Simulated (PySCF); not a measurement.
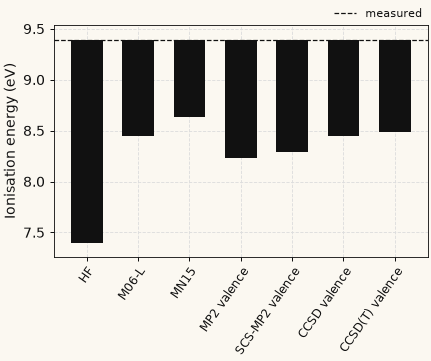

The ionisation energy of an atom or ion with 30 electrons in the configuration [Ar] 3d¹⁰ 4s² by several methods. PySCF, 6-31G(d), non-relativistic, unrestricted single determinants, no spin-orbit coupling. Methods marked “valence” freeze 18 core electrons.

Name the element and charge.

Answer. Neutral zinc. The values run from 7.40 eV (HF) to 8.63 eV (MN15). The measured value is 9.39 eV; nearest to it come MN15 (−0.76) and CCSD(T) valence (−0.91), furthest HF (−1.99 eV).

Known limits: relativistic shift absent.
